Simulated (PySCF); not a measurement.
C4H10O2

Input file:

```
{"job": {"kind": "sp", "xc": "PBE0", "basis": "def2-TZVP", "d3": "d3bj", "grid": 2}, "charge": 0, "multiplicity": 1}
C      2.705835     0.542091     0.004203
O      1.647000    -0.271745     0.396029
C      0.467489    -0.033750    -0.308121
C     -0.586750    -0.997277     0.209441
O     -1.806828    -0.870730    -0.459244
C     -2.635484     0.144854     0.016774
H      2.962262     0.404073    -1.065177
H      3.582829     0.275310     0.610243
H      2.483883     1.616757     0.161711
H      0.135322     1.017924    -0.178041
H      0.602178    -0.194860    -1.397591
H     -0.226210    -2.025636     0.052156
H     -0.702354    -0.853378     1.301998
H     -2.853481     0.024444     1.096358
H     -3.583683     0.087637    -0.536116
H     -2.213461     1.157372    -0.131781
```

Launched as:

```sh
OMP_NUM_THREADS=1 python redox_run.py task.json out
```

Geometry: PBE0-D3(BJ)/def2-SVP.

Theory: DFT single point, gas phase, functional PBE0 (PySCF 2.14.0, density-fitted response routines).

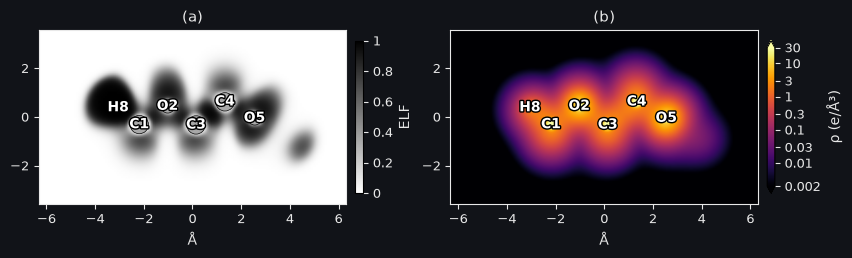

Figure 1. (a) electron localisation function; (b) total electron density on the plane of atoms O2, C1 and H8. Grey discs cover the atomic cores in the ELF map.

Q: Read the bonding off the picture.

A:
- Atoms in the plane: C, O and H.
- C–O (1.39 Å): ρ at the midpoint is about 2.2 e/Å³, with its minimum of 1.8 e/Å³ about 0.5 Å from C; the ELF peaks at about 0.90 between the atoms; a polar covalent bond.
- C–C (1.52 Å): ρ is about 1.8 e/Å³ halfway; the ELF peaks at about 0.95 between the atoms: localised, covalent bonding.
- C–H (1.10 Å): the density is about 2 e/Å³ at the midpoint; the ELF climbs to about 1 towards the hydrogen, as it does in any bond to H; a covalent bond by its length.
- The ELF also peaks beside O5 and O2, away from the bonds: lone-pair regions.

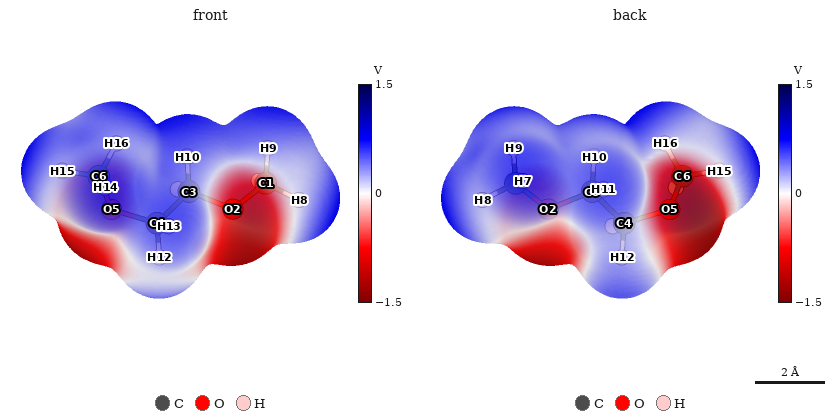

Figure 2. The electrostatic potential painted on the density surface at 0.002 e/bohr³, seen from the front and from behind; red is negative and blue positive.

Q: Where is the surface potential most negative and most positive?

A: The most negative region (about −1.4 V) lies over O5, the most positive (about +0.8 V) over H8, H10, H15 and H16. O5 is the likeliest acceptor of a hydrogen bond.

Q: What dipole moment does the calculation give?

A: Its dipole moment is 1.51 D.

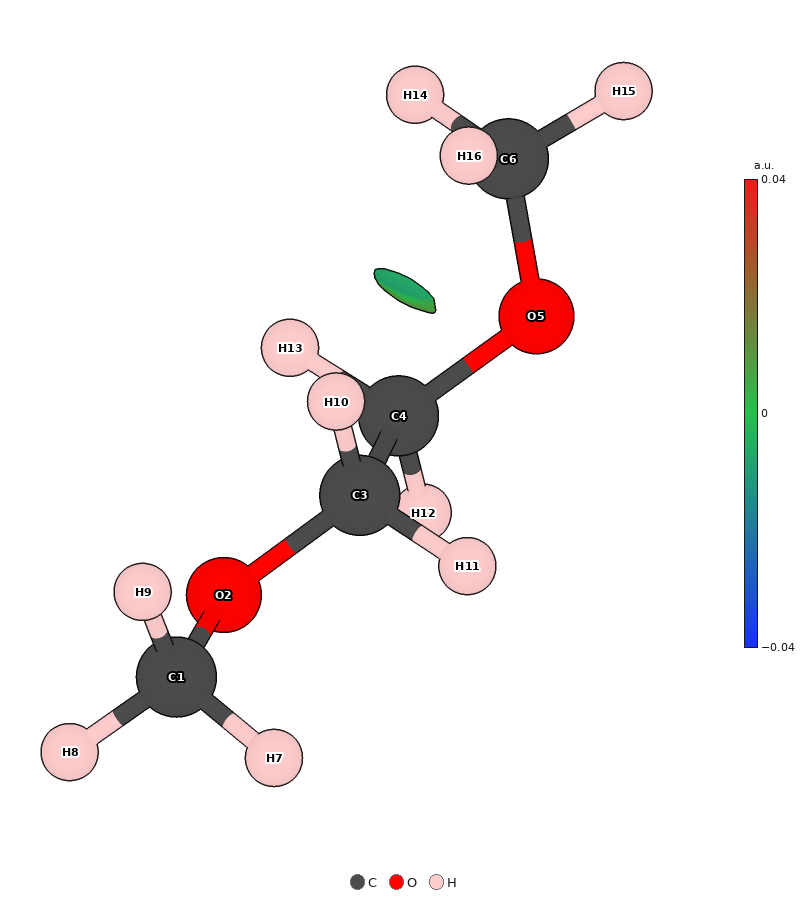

Figure 3. Non-covalent interaction (NCI) plot: the surface where the reduced density gradient is 0.5, for densities under 0.05 a.u., coloured by sign(λ₂)ρ; seen at an oblique angle.

Q: What holds or crowds the atoms apart from the covalent bonds?

A: Between H10 and C3 on one side and H16 and C6 on the other: a weak contact, attractive (blue-green) on one side and crowded (olive to red) on the other.
